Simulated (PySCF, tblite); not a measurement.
# C₃H₁₀O₂SSi₂: geometry, infrared bands and NMR shifts

Aim: predict the infrared bands and NMR shifts of C₃H₁₀O₂SSi₂ (`CC(=S)O[SiH2]OC[SiH3]`).

Programs: tblite 0.8.0 and PySCF 2.14.0, with density-fitted response routines of our own. Each step states its level of theory. These are calculated values for one molecule in the gas phase, unless marked as measured. Atoms are numbered from 0 throughout.

### Step 1. The molecule as given

18 atoms, charge 0, multiplicity 1; geometry from: force field or distance geometry start.

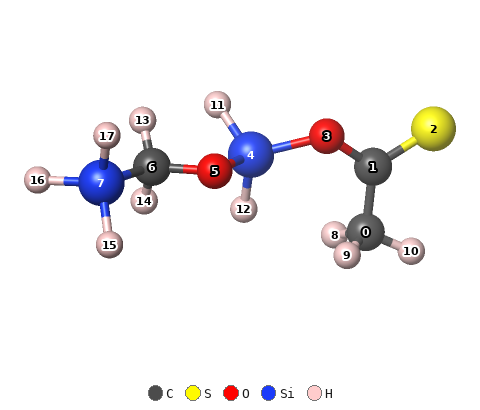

The starting geometry (carbon dark grey, sulfur yellow, oxygen red, silicon blue, hydrogen pink), atoms numbered.

### Step 2. Geometry optimisation with GFN2-xTB

Job settings and geometry (Å):

```
{"job": {"kind": "relax", "xc": "GFN2-xTB", "basis": "xTB"}, "charge": 0, "multiplicity": 1}
C     -3.105300     0.799300     0.700600
C     -2.996000    -0.678000     0.529400
S     -4.276700    -1.642400     0.589200
O     -1.736100    -1.278200     0.331900
Si    -0.460500    -0.462800    -0.490600
O      0.997400    -0.389100     0.401100
C      1.994600    -0.072700    -0.539900
Si     3.697400     0.071600     0.171500
H     -2.993200     1.268300    -0.279500
H     -2.288100     1.093700     1.399500
H     -4.105700     1.041700     1.140300
H     -0.164400    -1.112400    -1.780900
H     -0.838100     0.943700    -0.799900
H      1.989400    -0.852800    -1.328900
H      1.676900     0.901400    -0.975400
H      3.807600     1.119800     1.205300
H      4.599500     0.486200    -0.936900
H      4.192700    -1.230800     0.651600
```

Command:

```sh
> OMP_NUM_THREADS=1 python probes_run.py task.json out
```

The driver reads the jobs from task.json and runs them one after another.

**Question.** This job is followed by: GFN2-xTB harmonic vibrations, gas phase; GIAO PBE0/pcSseg-1 NMR shielding, non-relativistic, gas phase. Predict these results of the whole session: strongest single infrared mode (GFN2-xTB); zero-point energy (GFN2-xTB); 13C shifts against TMS (PBE0/pcSseg-1); 1H shifts against TMS (PBE0/pcSseg-1, means over atoms taken as alike); 33S shifts against CS2 (PBE0/pcSseg-1); 17O shifts against H2O (PBE0/pcSseg-1); 29Si shifts against TMS (PBE0/pcSseg-1).

**Answer**, as computed:

| quantity | value |
| --- | --- |
| strongest single infrared mode (GFN2-xTB) | 1333 cm⁻¹, 614 km/mol |
| zero-point energy (GFN2-xTB) | 75.6 kcal/mol |
| 13C shifts against TMS (PBE0/pcSseg-1) | 233.1, 49.7, 37.4 ppm |
| 1H shifts against TMS (PBE0/pcSseg-1, means over atoms taken as alike) | 5.21, 3.94, 3.94, 2.74 ppm |
| 33S shifts against CS2 (PBE0/pcSseg-1) | 479 ppm |
| 17O shifts against H2O (PBE0/pcSseg-1) | 283.1, -4.2 ppm |
| 29Si shifts against TMS (PBE0/pcSseg-1) | -38.2, -73.7 ppm |

What this shows: Over 150 steps the energy fell by 1.213 eV; of the close pairs, Si4–O5 changed most, 1.711 to 1.604 Å. The lowest mode is imaginary (22i cm⁻¹), so the xTB geometry is not a minimum. The strongest single mode, at 1333 cm⁻¹, moves mainly C1. Unscaled tight-binding wavenumbers are off by several per cent, some by more. Its intensities can rank the bands wrongly. The most deshielded carbon is C1 (thiocarbonyl carbon), at 233.1 ppm: the small n→π* gap of C=S deshields it strongly. At PBE0/pcSseg-1: Shielding is most anisotropic at S2 (span 839 ppm, paramagnetic term -1033 ppm).
